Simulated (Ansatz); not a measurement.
System: B$_{2}$FH$_{5}$Si.

Input file:

```
crystal:
  periodic: [false, false, false]
  atoms:
    - { symbol: B, position_ang: [-0.2486, 1.2344, -1.1212] }
    - { symbol: B, position_ang: [0.602, 0.0774, -0.4333] }
    - { symbol: F, position_ang: [1.9097, -0.1872, -0.9221] }
    - { symbol: Si, position_ang: [-0.0568, -0.9531, 1.0235] }
    - { symbol: H, position_ang: [0.1554, 1.9066, -2.0392] }
    - { symbol: H, position_ang: [-1.391, 1.5179, -0.7477] }
    - { symbol: H, position_ang: [0.8875, -1.9531, 1.4736] }
    - { symbol: H, position_ang: [-1.3075, -1.6361, 0.562] }
    - { symbol: H, position_ang: [-0.4624, -0.0529, 2.1874] }
magnetization:
  spin_polarized: true
basis:
  gaussian: { orbitals: def2-mTZVP }
hamiltonian:
  xc: { name: BHLYP }
relax:
  f_tol: 0.02
  max_steps: 50
output:
  orbitals: {}
```

Command:

```sh
ansatz run input.yaml --threads 2 --pin off --max-ram 3072MiB --backend cpu --events-out ev --progress --plain --runs-dir out
```

The fields are those of the relaxed geometry.

All numbers below come from Ansatz, UKS BHLYP/def2-mTZVP.

### What will maps of the electron density and electron localisation function show?

B–F (1.33 Å): the density is about 2.1 e/Å³ at the midpoint; the ELF peaks at about 0.90 between the atoms: a shared but strongly polarised pair.
B–B (1.67 Å): ρ is about 1.2 e/Å³ halfway; the ELF peaks at about 1 between the atoms, as expected for a covalent bond.
Si–B (2.06 Å): ρ is about 0.78 e/Å³ halfway; the ELF peaks at about 1 between the atoms: a shared electron pair.
Si–H (1.48 Å): ρ is about 0.79 e/Å³ halfway; the ELF climbs to about 1 towards the hydrogen, as it does in any bond to H.

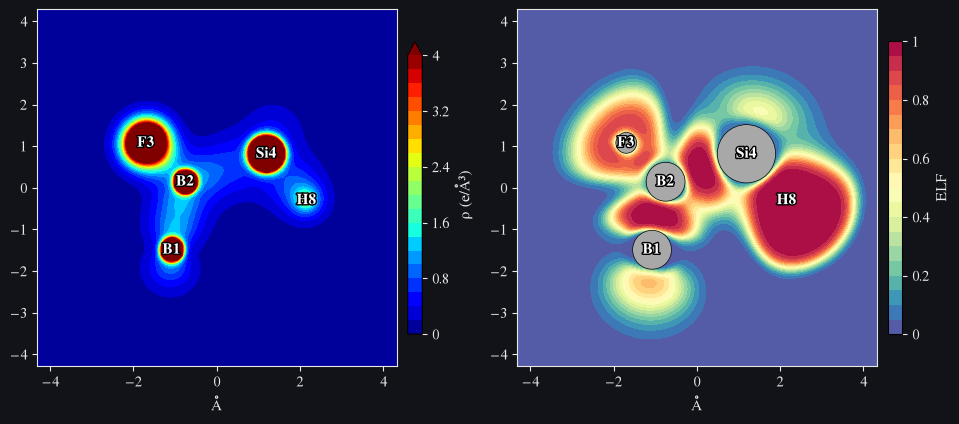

Computed electron density and electron localisation function on the plane of atoms B2, Si4 and H8, in this order. Grey discs cover the atomic cores in the ELF map. 
